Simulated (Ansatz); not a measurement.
# Cobalt, omega (AlB2-type) under r²SCAN: from relaxation to bulk modulus, part 1 of 2

Aim: take cobalt in the omega (AlB2-type) structure, relax it, solve it on a dense k-mesh, then scale the cell to 7 volumes from 88 to 112 % of the relaxed one and try a fit of the equation of state. Spin polarisation is left out, though the real metal is magnetic, so this state lies above the ground state. The k-meshes are 9×9×13 for the relaxation; 12×12×17 for the dense run; 11×11×15 for the volumes.

Program: Ansatz 0.2.0. Level of theory: DFT r2SCAN, plane waves (500 eV) with PAW, scalar-relativistic; the PAW data stem from PBE, with regenerated cores. These are calculated values, not measurements.

## Step 1: The starting structure

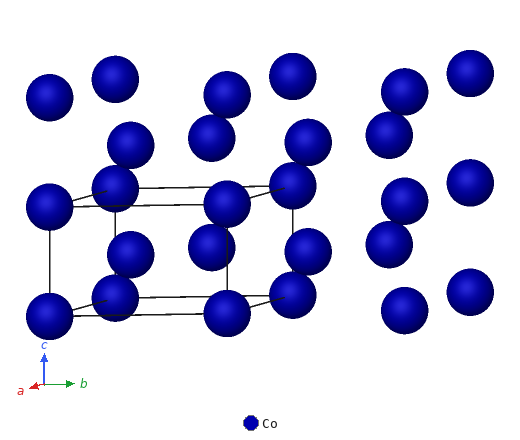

The structure, seen slightly off an axis (cobalt blue). 1×2×2 cells are drawn. Any atoms on the faces are drawn again on the opposite ones.

Structure file:

```
Co
1.0
     3.97014    0.00000    0.00000
    -1.98507    3.43825    0.00000
     0.00000    0.00000    2.43370
Co
3
Direct
  0.00000 0.00000 0.00000
  0.33333 0.66667 0.50000
  0.66667 0.33333 0.50000
```

## Step 2: Relaxing cell and atoms

input.yaml reads:

```yaml
crystal:
  lattice:
    - [3.9701439143, 0.0, 0.0]
    - [-1.9850719572, 3.4382454865, 0.0]
    - [0.0, 0.0, 2.4336982195]
  atoms:
    - { symbol: Co, position: [0.0, 0.0, 0.0] }
    - { symbol: Co, position: [0.3333333333, 0.6666666667, 0.5] }
    - { symbol: Co, position: [0.6666666667, 0.3333333333, 0.5] }
hamiltonian:
  xc: r2scan
  pseudopotentials:
    kind: paw
    azcp:
      Co: "pseudopotentials/Co.paw.azcp"
basis:
  ecutwfc: 500
  fft_grid_basis: typed
kpoints:
  mp_grid: { grid: [9, 9, 13], shift: [0, 0, 0] }
magnetization:
  spin_polarized: false
scf:
  occupations: { method: fermi_dirac, width: 0.1 }
relax:
  max_steps: 60
  f_tol: 0.01
  cell: {}
```

Command:

```bash
ansatz run input.yaml --threads 1 --pin off --max-ram 3584MiB --backend cpu --events-out ev --progress --plain --runs-dir out
```

Standard output:

```text
Engine: ansatz 0.2.0, x86_64-unknown-linux-gnu
Pseudopotentials: kind: paw
Pseudopotential: Co, paw, valence charge 17, recommended cutoff 500 eV (meta_gga), <dir>
Functional definition: r2SCAN
  parameter k0 = 0.174
  parameter k1 = 0.065
  parameter a1 = 4.9479
  exchange = r2scan_x(k0 = k0, k1 = k1, a1 = a1)
  correlation = r2scan_c
Crystal: 3 atoms, lattice volume = 33.221 Å³
Basis set: ecut = 500 eV, 903 PW (Γ), exchange–correlation on 120×120×72 points (64 copies of the dense FFT grid, shifted against one another)
Bands: 31, of which v1, the nominal top of the filled ones, is band 26 counted from 1 (25 counted from 0)
Symmetry: 24 space group operations
Space group: P6/mmm (ITA 191), of the structure as read, at distance tolerance 3.2e-5 Å
k-points: 84 of 1053
Non-local potential: Co, projectors of the file, l = 0: 3, l = 1: 2, l = 2: 3, l = 3: 1
PAW form: soft (Blöchl's): semilocal exchange-correlation on the pseudo side does not see the compensation charge
PAW frozen core: Co, regenerated for the run's functional (the file was generated under x = pbe(κ = 0.804, μ = 0.2195149727645171), c = pbe(β = 0.06672455060314922))
PAW one-centre angular grid: Co, 590 points (default); XC on 160 Gauss nodes
Initial density: superposition of atomic densities (neutral atoms: chi_scale 0, normalization atom), corrected by the library's trained network
Initial wavefunctions: pseudopotential atomic-orbital guess
Functional: x = r2scan, c = r2scan; τ floored in thin density (d = 2e-4 eV/Å³)
SCF iter   1: F=—  HF=-15392.446273 eV  |F-HF|=—  |Δ(HF+E_count)|=         —  Δρ=2.27e-2  dr2=1.37e-1  dr2_τ=7.52e-2  ethr=1.77e-3  ⟨swp⟩=5.3  Hψ=8402  notcnv=0
preconditioner: auto → none  [metal: Δε(μ)=0.004 eV  Ē_g=5.312 eV  σ=0.100 eV  W_gap=0.01  n_scr=8 (ndim 8)  ℏωp=33.5 eV  f_vac=0.000  D(μ)=9.38/eV (n_scr^D=226)  sad-step TF]
SCF iter   2: F=—  HF=-15392.681190 eV  |F-HF|=—  |Δ(HF+E_count)|=   2.35e-1  Δρ=1.27e-1  dr2=4.47e0  dr2_τ=3.93e-2  ethr=2.69e-4  ⟨swp⟩=2.1  Hψ=4658  notcnv=0  recentre
SCF iter   3: F=—  HF=-15392.572245 eV  |F-HF|=—  |Δ(HF+E_count)|=   1.09e-1  Δρ=2.80e-2  dr2=2.17e-1  dr2_τ=5.23e-3  ethr=2.69e-4  ⟨swp⟩=2.0  Hψ=3964  notcnv=0
SCF iter   4: F=—  HF=-15392.567340 eV  |F-HF|=—  |Δ(HF+E_count)|=   4.90e-3  Δρ=9.72e-3  dr2=1.06e-2  dr2_τ=1.75e-3  ethr=2.69e-4  ⟨swp⟩=1.0  Hψ=3008  notcnv=0
SCF iter   5: F=—  HF=-15392.567738 eV  |F-HF|=—  |Δ(HF+E_count)|=   3.98e-4  Δρ=6.29e-3  dr2=4.64e-3  dr2_τ=7.66e-4  ethr=2.09e-5  ⟨swp⟩=2.2  Hψ=3487  notcnv=0
SCF iter   6: F=—  HF=-15392.575523 eV  |F-HF|=—  |Δ(HF+E_count)|=   7.79e-3  Δρ=1.54e-2  dr2=4.67e-2  dr2_τ=3.44e-4  ethr=9.10e-6  ⟨swp⟩=2.0  Hψ=5299  notcnv=0  recentre
SCF iter   7: F=—  HF=-15392.567687 eV  |F-HF|=—  |Δ(HF+E_count)|=   7.84e-3  Δρ=4.55e-3  dr2=4.08e-3  dr2_τ=9.64e-5  ethr=9.10e-6  ⟨swp⟩=2.0  Hψ=5360  notcnv=0
SCF iter   8: F=—  HF=-15392.567887 eV  |F-HF|=—  |Δ(HF+E_count)|=   2.00e-4  Δρ=5.09e-3  dr2=6.71e-3  dr2_τ=1.30e-4  ethr=8.01e-6  ⟨swp⟩=1.0  Hψ=2692  notcnv=0
SCF iter   9: F=—  HF=-15392.567921 eV  |F-HF|=—  |Δ(HF+E_count)|=   3.34e-5  Δρ=3.39e-3  dr2=3.32e-3  dr2_τ=4.09e-5  ethr=8.01e-6  ⟨swp⟩=1.0  Hψ=2604  notcnv=0
SCF iter  10: F=—  HF=-15392.567876 eV  |F-HF|=—  |Δ(HF+E_count)|=   4.44e-5  Δρ=4.63e-4  dr2=6.08e-5  dr2_τ=4.83e-7  ethr=6.51e-6  ⟨swp⟩=1.0  Hψ=2604  notcnv=0
SCF iter  11: F=—  HF=-15392.567889 eV  |F-HF|=—  |Δ(HF+E_count)|=   1.23e-5  Δρ=3.77e-4  dr2=3.98e-5  dr2_τ=5.22e-7  ethr=1.19e-7  ⟨swp⟩=1.0  Hψ=2605  notcnv=0
SCF iter  12: F=—  HF=-15392.567888 eV  |F-HF|=—  |Δ(HF+E_count)|=   8.41e-7  Δρ=5.78e-5  dr2=8.35e-7  dr2_τ=3.15e-8  ethr=7.80e-8  ⟨swp⟩=1.0  Hψ=2604  notcnv=0
SCF iter  13: F=—  HF=-15392.567888 eV  |F-HF|=—  |Δ(HF+E_count)|=   2.88e-8  Δρ=6.31e-5  dr2=1.20e-6  dr2_τ=1.01e-8  ethr=1.64e-9  ⟨swp⟩=1.0  Hψ=2606  notcnv=0
SCF iter  14: F=—  HF=-15392.567888 eV  |F-HF|=—  |Δ(HF+E_count)|=   1.92e-8  Δρ=3.37e-5  dr2=3.26e-7  dr2_τ=3.37e-9  ethr=1.64e-9  ⟨swp⟩=1.0  Hψ=2604  notcnv=0
SCF iter  15: F=-15392.567888 eV  HF=-15392.567888 eV  |F-HF|=6.54e-9  |Δ(HF+E_count)|=   7.14e-9  Δρ=5.17e-6  dr2=7.28e-9  dr2_τ=8.68e-10  ethr=1.96e-10  ⟨swp⟩=2.5  Hψ=8120  notcnv=0
SCF 1 converged in 15 iterations: F = -15392.567888 eV  dr2 = 7.28e-9
relax step   1: F+E_penalty+E_count = -15392.56788788 eV  Δ(F+E_penalty+E_count) = +0.000e0 eV  max|allowed force component| = 7.941e-17 eV/Å  Δτ_max = 0.0000 Å  P = -18.745 GPa  Ω = 33.221 Å³  (15 SCF iters, dr2 threshold 1.00e-7 eV, accepted)
Crystal: 3 atoms, lattice volume = 31.564 Å³
Basis set: ecut = 500 eV, 783 PW (Γ), exchange–correlation on 120×120×72 points (64 copies of the dense FFT grid, shifted against one another)
Initial density: handed on by an earlier stage of this run
Initial wavefunctions: those handed on with the density
iter 1 solved again at ethr=1.36e-4 eV; its pass at ethr=3.10e-3 eV (dr2=6.94e-2 eV) is discarded
SCF iter   1: F=—  HF=-15392.535162 eV  |F-HF|=—  |Δ(HF+E_count)|=         —  Δρ=1.86e-2  dr2=7.09e-2  dr2_τ=2.51e-1  ethr=1.36e-4  ⟨swp⟩=1.0  Hψ=11734  notcnv=0
preconditioner: auto → none  [metal: Δε(μ)=0.002 eV  Ē_g=5.624 eV  σ=0.100 eV  W_gap=0.01  n_scr=8 (ndim 8)  ℏωp=34.3 eV  f_vac=0.000  D(μ)=8.75/eV (n_scr^D=178)]
SCF iter   2: F=—  HF=-15392.873074 eV  |F-HF|=—  |Δ(HF+E_count)|=   3.38e-1  Δρ=1.41e-1  dr2=5.36e0  dr2_τ=4.86e-2  ethr=1.36e-4  ⟨swp⟩=2.1  Hψ=5226  notcnv=0  recentre
SCF iter   3: F=—  HF=-15392.717766 eV  |F-HF|=—  |Δ(HF+E_count)|=   1.55e-1  Δρ=3.12e-2  dr2=2.65e-1  dr2_τ=4.66e-3  ethr=1.36e-4  ⟨swp⟩=2.0  Hψ=5696  notcnv=0
SCF iter   4: F=—  HF=-15392.711620 eV  |F-HF|=—  |Δ(HF+E_count)|=   6.15e-3  Δρ=2.30e-3  dr2=1.09e-3  dr2_τ=1.14e-4  ethr=1.36e-4  ⟨swp⟩=1.0  Hψ=2620  notcnv=0
SCF iter   5: F=—  HF=-15392.712262 eV  |F-HF|=—  |Δ(HF+E_count)|=   6.42e-4  Δρ=4.39e-3  dr2=5.13e-3  dr2_τ=1.11e-4  ethr=2.13e-6  ⟨swp⟩=2.0  Hψ=3770  notcnv=0
SCF iter   6: F=—  HF=-15392.712233 eV  |F-HF|=—  |Δ(HF+E_count)|=   2.99e-5  Δρ=2.46e-3  dr2=1.76e-3  dr2_τ=2.97e-5  ethr=2.13e-6  ⟨swp⟩=2.5  Hψ=3694  notcnv=0
SCF iter   7: F=—  HF=-15392.712199 eV  |F-HF|=—  |Δ(HF+E_count)|=   3.32e-5  Δρ=3.47e-4  dr2=2.37e-5  dr2_τ=4.37e-7  ethr=2.13e-6  ⟨swp⟩=1.0  Hψ=2604  notcnv=0
SCF iter   8: F=—  HF=-15392.712187 eV  |F-HF|=—  |Δ(HF+E_count)|=   1.20e-5  Δρ=8.93e-5  dr2=6.00e-7  dr2_τ=6.37e-8  ethr=4.65e-8  ⟨swp⟩=1.4  Hψ=2811  notcnv=0
SCF iter   9: F=—  HF=-15392.712188 eV  |F-HF|=—  |Δ(HF+E_count)|=   4.87e-7  Δρ=1.23e-4  dr2=3.63e-6  dr2_τ=3.10e-8  ethr=5.88e-10  ⟨swp⟩=5.0  Hψ=10233  notcnv=0
SCF iter  10: F=—  HF=-15392.712188 eV  |F-HF|=—  |Δ(HF+E_count)|=   1.64e-7  Δρ=4.70e-5  dr2=4.50e-7  dr2_τ=4.72e-9  ethr=1.18e-9  ⟨swp⟩=2.3  Hψ=3488  notcnv=0
SCF iter  11: F=-15392.712188 eV  HF=-15392.712188 eV  |F-HF|=5.59e-8  |Δ(HF+E_count)|=   4.69e-8  Δρ=1.59e-5  dr2=6.01e-8  dr2_τ=1.73e-9  ethr=5.88e-10  ⟨swp⟩=4.1  Hψ=8942  notcnv=0
SCF 2 converged in 11 iterations: F = -15392.712188 eV  dr2 = 6.01e-8
relax step   2: F+E_penalty+E_count = -15392.71218761 eV  Δ(F+E_penalty+E_count) = -1.443e-1 eV  max|allowed force component| = 2.621e-17 eV/Å  Δτ_max = 0.0000 Å  P = -8.362 GPa  Ω = 31.564 Å³  energy of the carried Pulay correction = +1.393e-3 eV  (11 SCF iters, dr2 threshold 3.00e-7 eV, accepted)
Crystal: 3 atoms, lattice volume = 30.347 Å³
Basis set: ecut = 500 eV, 771 PW (Γ), exchange–correlation on 120×120×72 points (64 copies of the dense FFT grid, shifted against one another)
iter 1 solved again at ethr=7.80e-5 eV; its pass at ethr=3.10e-3 eV (dr2=3.98e-2 eV) is discarded
SCF iter   1: F=—  HF=-15392.634229 eV  |F-HF|=—  |Δ(HF+E_count)|=         —  Δρ=1.43e-2  dr2=4.06e-2  dr2_τ=1.53e-1  ethr=7.80e-5  ⟨swp⟩=1.0  Hψ=11648  notcnv=0
preconditioner: auto → none  [metal: Δε(μ)=0.011 eV  Ē_g=5.877 eV  σ=0.100 eV  W_gap=0.03  n_scr=8 (ndim 8)  ℏωp=35.0 eV  f_vac=0.000  D(μ)=8.33/eV (n_scr^D=178)]
SCF iter   2: F=—  HF=-15392.835340 eV  |F-HF|=—  |Δ(HF+E_count)|=   2.01e-1  Δρ=1.10e-1  dr2=3.12e0  dr2_τ=2.84e-2  ethr=7.80e-5  ⟨swp⟩=2.0  Hψ=5209  notcnv=0  recentre
SCF iter   3: F=—  HF=-15392.742920 eV  |F-HF|=—  |Δ(HF+E_count)|=   9.24e-2  Δρ=2.20e-2  dr2=1.25e-1  dr2_τ=2.47e-3  ethr=7.80e-5  ⟨swp⟩=2.0  Hψ=5616  notcnv=0
SCF iter   4: F=—  HF=-15392.739913 eV  |F-HF|=—  |Δ(HF+E_count)|=   3.01e-3  Δρ=1.63e-3  dr2=4.34e-4  dr2_τ=5.41e-5  ethr=7.80e-5  ⟨swp⟩=1.0  Hψ=2700  notcnv=0
SCF iter   5: F=—  HF=-15392.740454 eV  |F-HF|=—  |Δ(HF+E_count)|=   5.42e-4  Δρ=3.33e-3  dr2=2.72e-3  dr2_τ=5.79e-5  ethr=8.52e-7  ⟨swp⟩=2.0  Hψ=4818  notcnv=0
SCF iter   6: F=—  HF=-15392.740396 eV  |F-HF|=—  |Δ(HF+E_count)|=   5.79e-5  Δρ=1.62e-3  dr2=7.42e-4  dr2_τ=1.27e-5  ethr=8.52e-7  ⟨swp⟩=2.7  Hψ=3717  notcnv=0
SCF iter   7: F=—  HF=-15392.740386 eV  |F-HF|=—  |Δ(HF+E_count)|=   1.03e-5  Δρ=2.40e-4  dr2=8.93e-6  dr2_τ=1.87e-7  ethr=8.52e-7  ⟨swp⟩=1.0  Hψ=2604  notcnv=0
SCF iter   8: F=—  HF=-15392.740379 eV  |F-HF|=—  |Δ(HF+E_count)|=   6.87e-6  Δρ=8.89e-5  dr2=1.11e-6  dr2_τ=2.43e-8  ethr=1.75e-8  ⟨swp⟩=2.3  Hψ=3545  notcnv=0
SCF iter   9: F=—  HF=-15392.740379 eV  |F-HF|=—  |Δ(HF+E_count)|=   1.36e-7  Δρ=6.09e-5  dr2=8.51e-7  dr2_τ=5.77e-9  ethr=5.88e-10  ⟨swp⟩=4.3  Hψ=9643  notcnv=0
SCF iter  10: F=—  HF=-15392.740379 eV  |F-HF|=—  |Δ(HF+E_count)|=   2.98e-8  Δρ=3.67e-5  dr2=3.04e-7  dr2_τ=1.01e-8  ethr=1.67e-9  ⟨swp⟩=1.0  Hψ=2604  notcnv=0
SCF iter  11: F=-15392.740379 eV  HF=-15392.740379 eV  |F-HF|=2.63e-7  |Δ(HF+E_count)|=   9.83e-9  Δρ=3.29e-5  dr2=2.92e-7  dr2_τ=4.44e-9  ethr=5.88e-10  ⟨swp⟩=4.0  Hψ=8551  notcnv=0
SCF 3 converged in 11 iterations: F = -15392.740379 eV  dr2 = 2.92e-7
relax step   3: F+E_penalty+E_count = -15392.74037888 eV  Δ(F+E_penalty+E_count) = -2.819e-2 eV  max|allowed force component| = 4.857e-17 eV/Å  Δτ_max = 0.0000 Å  P = +1.602 GPa  Ω = 30.347 Å³  energy of the carried Pulay correction = +2.463e-3 eV  (11 SCF iters, dr2 threshold 3.00e-7 eV, accepted)
[... 12 lines left out ...]
relax step   4: F+E_penalty+E_count = -15392.74110595 eV  Δ(F+E_penalty+E_count) = -7.271e-4 eV  max|allowed force component| = 1.156e-17 eV/Å  Δτ_max = 0.0000 Å  P = -0.003 GPa  Ω = 30.525 Å³  energy of the carried Pulay correction = +2.304e-3 eV  (8 SCF iters, dr2 threshold 3.00e-7 eV, accepted)
[... 12 lines left out ...]
relax step   5: F+E_penalty+E_count = -15392.73955290 eV  Δ(F+E_penalty+E_count) = +1.553e-3 eV  max|allowed force component| = 1.773e-17 eV/Å  Δτ_max = 0.0000 Å  P = -0.088 GPa  Ω = 30.525 Å³  stress off target by 1.03e-1 GPa  SCF on the basis re-selected at this cell (its energy is not comparable with the rows above)  (8 SCF iters)
[... 12 lines left out ...]
relax step   6: F+E_penalty+E_count = -15392.73956421 eV  Δ(F+E_penalty+E_count) = -1.131e-5 eV  max|allowed force component| = 4.240e-17 eV/Å  Δτ_max = 0.0000 Å  P = -0.001 GPa  Ω = 30.515 Å³  energy of the carried Pulay correction = +8.439e-6 eV  (7 SCF iters, dr2 threshold 2.65e-8 eV, accepted)
iter 1 solved again at ethr=8.14e-9 eV; its pass at ethr=3.10e-3 eV (dr2=4.15e-6 eV) is discarded
SCF iter   1: F=—  HF=-15392.739555 eV  |F-HF|=—  |Δ(HF+E_count)|=         —  Δρ=8.41e-6  dr2=1.23e-8  dr2_τ=8.19e-10  ethr=8.14e-9  ⟨swp⟩=4.0  Hψ=17970  notcnv=0
SCF iter   2: F=—  HF=-15392.739555 eV  |F-HF|=—  |Δ(HF+E_count)|=  8.04e-10  Δρ=8.38e-6  dr2=1.34e-8  dr2_τ=3.32e-10  ethr=2.42e-11  ⟨swp⟩=2.1  Hψ=4870  notcnv=0
SCF iter   3: F=—  HF=-15392.739555 eV  |F-HF|=—  |Δ(HF+E_count)|=   1.40e-8  Δρ=4.86e-5  dr2=6.27e-7  dr2_τ=5.78e-9  ethr=2.42e-11  ⟨swp⟩=2.1  Hψ=3921  notcnv=0  recentre
SCF iter   4: F=—  HF=-15392.739555 eV  |F-HF|=—  |Δ(HF+E_count)|=   1.57e-8  Δρ=4.21e-6  dr2=4.55e-9  dr2_τ=9.46e-11  ethr=2.42e-11  ⟨swp⟩=2.0  Hψ=3587  notcnv=0
SCF iter   5: F=—  HF=-15392.739555 eV  |F-HF|=—  |Δ(HF+E_count)|=  8.91e-11  Δρ=5.19e-7  dr2=4.46e-11  dr2_τ=1.11e-11  ethr=8.93e-12  ⟨swp⟩=1.0  Hψ=2604  notcnv=0
SCF iter   6: F=-15392.739555 eV  HF=-15392.739555 eV  |F-HF|=3.64e-12  |Δ(HF+E_count)|=  1.82e-12  Δρ=1.61e-7  dr2=1.69e-12  dr2_τ=2.58e-12  ethr=1.00e-12  ⟨swp⟩=5.9  Hψ=12348  notcnv=0
SCF 7 converged in 6 iterations: F = -15392.739555 eV  dr2 = 1.69e-12
relax step   7: F+E_penalty+E_count = -15392.73955476 eV  Δ(F+E_penalty+E_count) = +9.456e-6 eV  max|allowed force component| = 4.240e-17 eV/Å  Δτ_max = 0.0000 Å  P = -0.001 GPa  Ω = 30.515 Å³  stress off target by 2.98e-3 GPa  SCF on the basis re-selected at this cell (its energy is not comparable with the rows above)  (6 SCF iters)
basis re-selected at this cell: Δ(F+E_penalty+E_count) = +9.456e-6 eV, ΔP = +0.000 GPa vs the last step (what re-selecting the basis moved, of the pressure what is left beyond the Pulay correction that the steps carried, after the strain that the cell walked since its last selection, with what the two solves' SCF thresholds leave and, on support functions, any second-order correction that the steps lacked; it is no measure of the basis error at this ecutwfc). This SCF's stress stands 2.98e-3 GPa from its target on what of the cell is left free (relax.cell.stress_tol is 5.00e-2 GPa) and its largest allowed force component is 4.24e-17 eV/Å (relax.f_tol is 1.00e-2 eV/Å): within both
SCF converged after 6 iterations
Free energy (F): -15392.739555 eV
Harris-Foulkes:  -15392.739555 eV  (|F-HF|=3.64e-12)
Internal energy: -15392.466018 eV  (E = F + TS)
E sigma→0 (E₀):  -15392.602787 eV
Entropy (-TS):   -0.273536 eV (-91.179 meV/atom)
Fermi energy:    19.937432 eV
--- Per-component energies (eV) ---
  E_band       = -731.886812
  E_kinetic    = 1371.392800
  E_local      = -8258.185087  (includes V_loc(G=0)·N_el)
  E_nonlocal   = 1369.063944
  E_hartree    = 3479.890954
  E_xc         = -474.833424
  E_vxc        = -692.621650  (∫ρ·V_xc dr)
  E_paw        = -4571.898303  (= ΣΔE_a)
  E_vpaw       = -1525.600275  (= ΣTr[D̂ρ^β])
  E_aug_tail   = 0.000112  (compensation charges beyond the density's cutoff)
  E_vtau       = 44.281373  (kinetic-family band-sum trace: ∫τ·v_τ [+ j·A + Jᵃ·Aᵃ] dr)
  E_ewald      = -8307.011396
  E_core_change = -0.885619  (= ΣΔE_core)
  E_smearing   = -0.273536  (= −TS)
  E_closure    = -0.000000  (closes the sum)
  Σ components = -15392.739555   (vs F -15392.739555, Δ=0.00e0)
--- Forces (eV/Å), atoms counted from 1 ---
  atom   1  Co     0.00000000     0.00000000     0.00000000
  atom   2  Co     0.00000000    -0.00000000     0.00000000
  atom   3  Co    -0.00000000     0.00000000     0.00000000
  max |Σ_I F_I| component: 4.63e-18 eV/Å
--- Stress (GPa, compression-positive) ---
        0.000180       0.000000       0.000000
        0.000000       0.000180       0.000000
        0.000000       0.000000      -0.002982
  P = ⅓ Tr σ = -0.0009 GPa (-0.009 kbar)
--- Relaxed structure (5 steps of the walk, 5 accepted, 2 SCFs on fresh bases) ---
  F+E_penalty+E_count = -15392.73955476 eV   max|allowed force component| = 4.240e-17 eV/Å   (the final SCF, on the basis selected at the relaxed cell)
  cell:  # Å, volume = 30.5150 Å³
    - [3.858985758753095, 2.8059238579785096e-11, 0.0]
    - [-1.9294928794008477, 3.341979699908518, 0.0]
    - [0.0, 0.0, 2.366120666017202]
  atoms:
    - { symbol: Co, position: [4.502229281103268e-34, 7.711774252926571e-35, 0.0] }
    - { symbol: Co, position: [0.33333333333333337, 0.6666666666666665, 0.49999999999999994] }
    - { symbol: Co, position: [0.6666666666666666, 0.3333333333333333, 0.49999999999999994] }
```

Run time: 2 min. Hardware: 1 thread of Intel Xeon Platinum 8259CL at 2.50GHz (Skylake/Cascade Lake), shared host; peak memory 0.65 GiB.

The steps of the relaxation:

```tsv
step	energy change (meV/atom)	largest force (eV/Å)	pressure (GPa)	volume (Å³/atom)
1	0.00	0.0000	-18.74	11.074
2	-48.10	0.0000	-8.36	10.521
3	-57.50	0.0000	1.60	10.116
4	-57.74	0.0000	0.00	10.175
5	-57.22	0.0000	-0.09	10.175
6	-57.23	0.0000	0.00	10.172
7	-57.22	0.0000	0.00	10.172
```

Steps that repeat a cell are solved on a basis chosen anew, so their changes of energy are no gain of the relaxation.

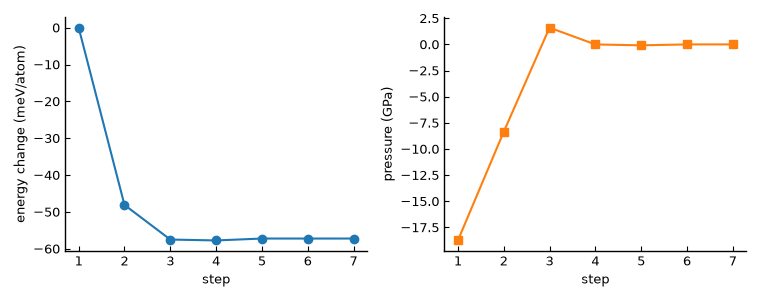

Energy and pressure over the accepted steps.

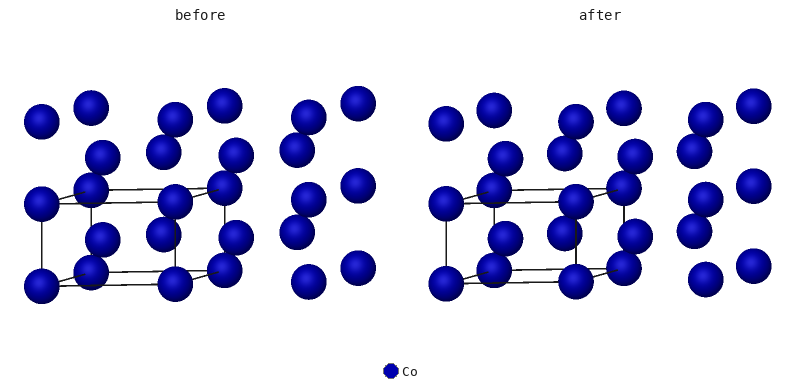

Start and end of the relaxation side by side. The cells drawn are those of the first picture.

Changes in the cell that was computed:

|  | before | after | change |
| --- | --- | --- | --- |
| a (Å) | 3.970 | 3.859 | -2.8 % |
| b (Å) | 3.970 | 3.859 | -2.8 % |
| c (Å) | 2.434 | 2.366 | -2.8 % |
| volume (Å³/atom) | 11.074 | 10.172 | -8.1 % |
| shortest distance (Å) | 2.292 | 2.228 | -2.8 % |
| space group (spins left aside) | P6/mmm | P6/mmm | same |

## Step 3: Dense single point

input.yaml reads:

```yaml
crystal:
  lattice:
    - [3.8589857588, 0.0, 0.0]
    - [-1.9294928794, 3.3419796999, 0.0]
    - [0.0, 0.0, 2.366120666]
  atoms:
    - { symbol: Co, position: [0.0, 0.0, 0.0] }
    - { symbol: Co, position: [0.3333333333, 0.6666666667, 0.5] }
    - { symbol: Co, position: [0.6666666667, 0.3333333333, 0.5] }
hamiltonian:
  xc: r2scan
  pseudopotentials:
    kind: paw
    azcp:
      Co: "pseudopotentials/Co.paw.azcp"
basis:
  ecutwfc: 500
  fft_grid_basis: typed
kpoints:
  mp_grid: { grid: [12, 12, 17], shift: [0, 0, 0] }
magnetization:
  spin_polarized: false
scf:
  occupations: { method: fermi_dirac, width: 0.1 }
```

Command:

```bash
ansatz run input.yaml --threads 1 --pin off --max-ram 3584MiB --backend cpu --events-out ev --progress --plain --runs-dir out
```

Standard output, cut to the lines that bear on the results:

```text
[...]
Pseudopotentials: kind: paw
Pseudopotential: Co, paw, valence charge 17, recommended cutoff 500 eV (meta_gga), <dir>
Functional definition: r2SCAN
[...]
Crystal: 3 atoms, lattice volume = 30.515 Å³
Basis set: ecut = 500 eV, 783 PW (Γ), exchange–correlation on 120×120×72 points (64 copies of the dense FFT grid, shifted against one another)
Bands: 31, of which v1, the nominal top of the filled ones, is band 26 counted from 1 (25 counted from 0)
Symmetry: 24 space group operations
Space group: P6/mmm (ITA 191), of the structure as read, at distance tolerance 3.1e-5 Å
k-points: 171 of 2448
[...]
SCF iter   1: F=—  HF=-15392.598917 eV  |F-HF|=—  |Δ(HF+E_count)|=         —  Δρ=3.18e-2  dr2=2.61e-1  dr2_τ=8.61e-2  ethr=1.77e-3  ⟨swp⟩=5.3  Hψ=17207  notcnv=0
[...]
SCF iter  13: F=-15392.739004 eV  HF=-15392.739004 eV  |F-HF|=5.85e-9  |Δ(HF+E_count)|=   1.54e-8  Δρ=5.72e-6  dr2=7.00e-9  dr2_τ=1.29e-9  ethr=1.96e-10  ⟨swp⟩=1.0  Hψ=11305  notcnv=0
[...]
SCF converged after 13 iterations
Free energy (F): -15392.739004 eV
[...]
E sigma→0 (E₀):  -15392.601694 eV
Entropy (-TS):   -0.274618 eV (-91.539 meV/atom)
Fermi energy:    19.937535 eV
[...]
```

Wall time 31 s (1 thread of Intel Xeon Platinum 8259CL at 2.50GHz (Skylake/Cascade Lake), shared host); peak memory 0.65 GiB.

(Continued in part 2 of 2.)
